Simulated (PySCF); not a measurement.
## Single-point calculation, with input and output: PH3F (charge +1)

System: PH3F, charge +1, multiplicity 3, SMILES F[PH3+].
Method: wB97X-V/STO-3G, UKS (PySCF 2.14.0).

The geometry is that of the parent species in another charge or spin state. The geometry comes from this level: GFN2-xTB.

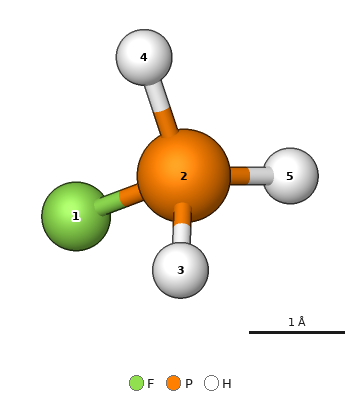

The input geometry (ball-and-stick view, seen at a tilt; atoms are numbered from 1 in the order of the input).

Key numbers

| quantity | value |
| --- | --- |
| outcome | converged |
| total energy | −437.014016 hartree |
| basis functions | 17 |
| ⟨S²⟩ | 2.003 |
| hardware | 1 thread of Arm Neoverse V1, 24 GiB of memory available, shared host |
| wall time | 24 s |
| peak memory | 0.2 GiB |

Notes

The record of the run, not the program, notes: dipole of an ion depends on the origin.

Input file (job.py)
```python
from pyscf import gto, dft

mol = gto.M(
    atom=[
    ('F', (-1.365490, 0.250400, 0.341100)),
    ('P', (0.122590, -0.022380, -0.030680)),
    ('H', (0.038180, -0.428620, -1.349370)),
    ('H', (0.486130, -1.008290, 0.868130)),
    ('H', (0.718590, 1.208890, 0.170830)),
],
    basis='sto-3g',
    verbose=3,
    max_memory=1860,
    spin=2,
    charge=1,
)

mf = dft.UKS(mol)
mf.xc = 'wb97x-v'
mf.nlcgrids.level = 1
mf.conv_tol = 1e-10
mf.grids.level = 5
mf.kernel()
if not mf.converged:
    mf = mf.newton().run(mf.mo_coeff, mf.mo_occ)

e_tot = mf.e_tot
print('E(%s) = %.9f' % ('WB97X-V', e_tot))
```

Run as:
```bash
OMP_NUM_THREADS=1 python job.py
```

The program's output
```
WARN: HOMO 0.151284005802271 >= LUMO -0.429892898878351

WARN: HOMO -0.285521708660876 >= LUMO -0.294672677714439

WARN: HOMO -0.318071398089829 >= LUMO -0.398733748738204

WARN: HOMO -0.318300842631254 >= LUMO -0.369614421437916

WARN: HOMO -0.328655056045989 >= LUMO -0.368389646323595

WARN: HOMO -0.330149496983629 >= LUMO -0.361989852151587

WARN: HOMO -0.329818498859861 >= LUMO -0.361842529850234

WARN: HOMO -0.330582286532543 >= LUMO -0.359899928813165

WARN: HOMO -0.329964655669317 >= LUMO -0.360356972090775

WARN: HOMO -0.330201583018676 >= LUMO -0.36008186572652

WARN: HOMO -0.330163720659465 >= LUMO -0.360120405753358

WARN: HOMO -0.330152847579838 >= LUMO -0.36012436701655

WARN: HOMO -0.330156668772394 >= LUMO -0.360121435120018

WARN: HOMO -0.330155260494478 >= LUMO -0.360123863285401

WARN: HOMO -0.330155288822822 >= LUMO -0.360123886983749

converged SCF energy = -437.014015610047  <S^2> = 2.0025976  2S+1 = 3.0017313
E(WB97X-V) = -437.014015610
```
